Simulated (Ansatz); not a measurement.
## MgB2 (AlB2 type, space group P6/mmm), frozen-phonon scan

Starting cell, MgB2 (AlB2 type, space group P6/mmm):

```yaml
crystal:
  lattice:
    - [6.14864, 0.00000, 0.00000]
    - [-1.53716, 2.66244, 0.00000]
    - [3.07432, 0.00000, 3.52754]
  atoms:
    - { symbol: Mg, position: [0.00000, 0.00000, 0.00000] }
    - { symbol: Mg, position: [0.50000, 0.00000, 0.00000] }
    - { symbol: B, position: [0.91667, 0.66667, 0.50000] }
    - { symbol: B, position: [0.41667, 0.66667, 0.50000] }
    - { symbol: B, position: [0.08333, 0.33333, 0.50000] }
    - { symbol: B, position: [0.58333, 0.33333, 0.50000] }
```

A phonon eigenvector at L = (0.5, 0.0, 0.5) is frozen into this cell: atom i moves by Q times the vector below, so Q is the largest atomic displacement, in Å. The cell is held. (q is in reciprocal vectors of the primitive cell; the cell shown is doubled to hold the pattern.)

```json
[
 {"atom": "B3", "x": "0.866", "y": "0.500", "z": "0.000"},
 {"atom": "B4", "x": "-0.866", "y": "-0.500", "z": "0.000"},
 {"atom": "B5", "x": "-0.866", "y": "-0.500", "z": "0.000"},
 {"atom": "B6", "x": "0.866", "y": "0.500", "z": "0.000"}
]
```

Atoms not listed stay in place.

These are PBE (plane waves to 420 eV, PAW, scalar-relativistic; Ansatz, a program for electronic structure) values and carry that method's errors. k mesh 17×17×17 (Γ-centred), Fermi-Dirac smearing 0.05 eV. E stands for the smeared free energy. Stress and pressure are positive under compression. With partly filled bands, energies and forces of such displacements shift with the k mesh and the smearing. MgB2 was relaxed with its symmetry unable to fall. ΔE is measured from the undisplaced structure.

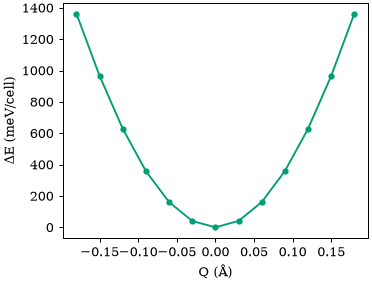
Figure. ΔE (meV/cell) against Q (Å); one marker a computed point.

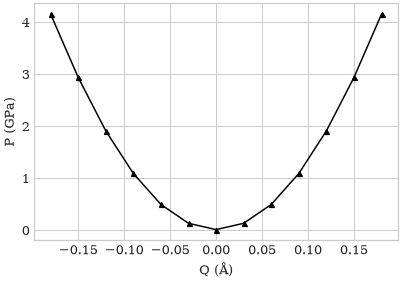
*P (GPa) against Q (Å); one marker a computed point.*

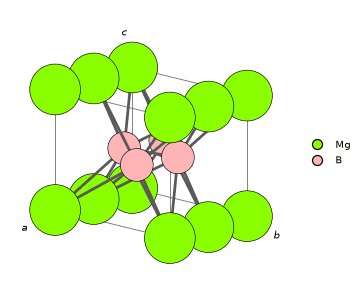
Figure. The cell of the calculation at Q = -0.180 Å.

The energy at Q = 0.180 Å is 1364 meV/cell. Space group of the distorted cell: Imma (No. 74), lowered from P6/mmm. Symmetry of the curve: even: the same for both signs. Harmonic wavenumber from the curvature (finite differences): 753 cm⁻¹. Shape of the curve: a single well with its minimum at or next to zero displacement.

E″ = 90.13 eV/Å², M = Σ mᵢ|uᵢ|² = 43.2 u, ν̃ = 521.5·√(|E″|/M).

(A displaced cell: forces are minus the slopes of the energy, force constants its curvatures, and phonons follow from these.)
